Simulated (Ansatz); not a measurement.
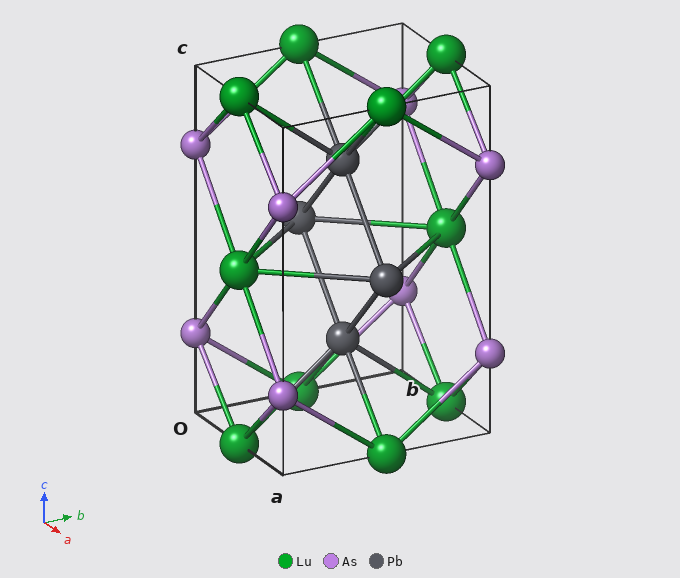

For Lu₃As₂Pb₃, the input geometry of an electronic-structure calculation (not necessarily at equilibrium); the starting structure was generated, so it need not be a known form of this composition: one unit cell is drawn above. Symmetry computed with spglib at a tolerance of 0.002 Å; standard conventional cell.

```cif
data_structure
_symmetry_space_group_name_H-M 'P 1'
_symmetry_Int_Tables_number 1
_cell_length_a 4.3132
_cell_length_b 5.4413
_cell_length_c 8.7118
_cell_angle_alpha 90.000
_cell_angle_beta 90.000
_cell_angle_gamma 90.000
_cell_volume 204.46
loop_
_atom_site_label
_atom_site_type_symbol
_atom_site_fract_x
_atom_site_fract_y
_atom_site_fract_z
_atom_site_occupancy
Lu1 Lu 0.00000 0.50000 0.00000 1
Lu2 Lu 0.50000 0.00000 0.50000 1
Lu3 Lu 0.50000 0.00000 0.00000 1
As1 As 0.00000 0.00000 0.22870 1
As2 As 0.00000 0.00000 0.77130 1
Pb1 Pb 0.50000 0.50000 0.24271 1
Pb2 Pb 0.50000 0.50000 0.75729 1
Pb3 Pb 0.00000 0.50000 0.50000 1
```

Q: What is its point group?

A: mmm (D2h), order 8, orthorhombic system: three twofold axes, three mirror planes, an inversion centre.

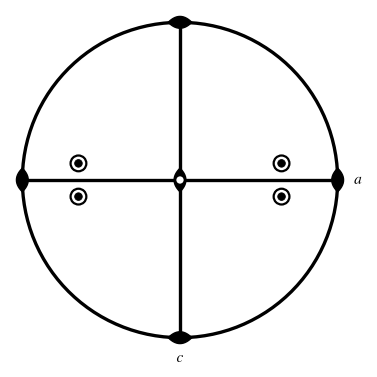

Stereographic projection: filled dots lie in the upper hemisphere, open rings in the lower; heavy lines are mirror planes (a heavy rim: a mirror in the plane of the page); lens, triangle, square and hexagon are 2-, 3-, 4- and 6-fold axes, a lens in an open square is −4, a triangle in an open hexagon −6; thin dashed diameters join the ends of axes that lie in the page; a small open circle marks inversion. The poles are one general form. The b axis points at the viewer.

Q: What does this class allow?

A: Class mmm is centrosymmetric, so neither piezoelectric nor pyroelectric; it is not chiral. Its Laue class is mmm.
